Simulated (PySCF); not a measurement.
**RuOF2: triplet, from a B3LYP minimum start**

Aim: relax RuOF2 as a triplet from a B3LYP minimum start, check by its vibrations whether the end is a minimum, and collect its spectrum and constants.

Method: B3LYP, basis Ru def2-SVP with ECP28, O def2-SVP, F def2-SVP, scalar-relativistic core potentials, no spin–orbit coupling, density fitting; program: PySCF 2.14.0.

### Step 1. Where the work starts

4 atoms, charge 0, spin multiplicity 3.

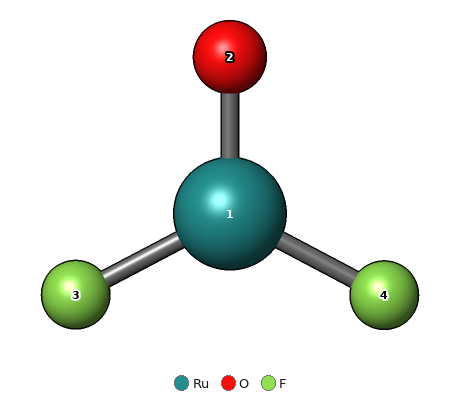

The starting geometry (ruthenium teal, oxygen red, fluorine green); atoms are numbered from 1 in the order of the file.

```xyz
4
charge 0 multiplicity 3
Ru    0.0000    0.0000    0.0398
O     0.0000    0.0000    1.6927
F     1.6245    0.0000   -0.8192
F    -1.6245    0.0000   -0.8192
```

### Step 2. First SCF at the start

One driver script runs all steps and calls PySCF; scf.py shows how it sets up the SCF of each step. The optimiser is the driver's own. After this first run the driver tries any further starts and a stability analysis.

The input, scf.py:

```python
from pyscf import gto, scf, dft
mol = gto.M(atom='''
Ru     0.000000     0.000000     0.039840
O     -0.000000     0.000000     1.692657
F      1.624480    -0.000000    -0.819234
F     -1.624480     0.000000    -0.819234''',
    basis={'Ru': 'def2-SVP', 'O': 'def2-SVP', 'F': 'def2-SVP'},
    ecp={'Ru': 'def2-SVP'},
    charge=0, spin=2)
mf = dft.UKS(mol, xc='B3LYP')
mf.grids.atom_grid = (50, 194)
aux = {'Ru': 'def2-universal-JKFIT', 'O': 'def2-universal-JKFIT', 'F': 'def2-universal-JKFIT'}
mf = mf.density_fit(auxbasis=aux)
mf.conv_tol = 1e-08
mf.diis_space = 10
mf.max_cycle = 60
mf.init_guess = 'minao'
mf.verbose = 4
mf.kernel()
```

Started as:

```console
$ OMP_NUM_THREADS=2 python axn.py task.json out
```

After this run come: Relaxation: B3LYP minimum start, triplet; Frequencies.

Before running it: what results should come out? Wanted: minimum; geometry; wavenumbers; dipole moment; highest occupied, lowest empty level; polar-tensor charge of Ru1; zero-point energy; atomisation energy; ⟨S²⟩.

As calculated:

| quantity | value |
| --- | --- |
| minimum | triplet, C2v |
| geometry | Ru–F 1.838 Å (×2), Ru–O 1.653 Å; F–Ru–F 124.3°, F–Ru–O 117.9° (×2) |
| wavenumbers (cm⁻¹) | 146 (a1), 153 (b1), 236 (b2), 648 (a1), 699 (b2), 1034 (a1) |
| dipole moment | 0.06 D |
| highest occupied, lowest empty level (either spin) | -7.82, -4.82 eV |
| polar-tensor charge of Ru1 | +1.56 e |
| zero-point energy | 17.4 kJ/mol |
| entropy at 298.15 K | 315.3 J/(mol K) |
| atomisation energy (no zero-point energy) | 1329 kJ/mol |
| ⟨S²⟩ | 2.008 |

In words: The molecule stays C2v, as typed, and the end point is a minimum. In the infrared the band at 699 cm⁻¹ (b2, stretch) leads. Most of the spin sits on Ru1 (Mulliken spin 1.55, against 2 for the whole molecule). The first SCF alone would have been 8 kJ/mol too high. Other starts or spin states, not run here, may lie lower. One determinant may miss the lowest occupation of an open d or f shell.
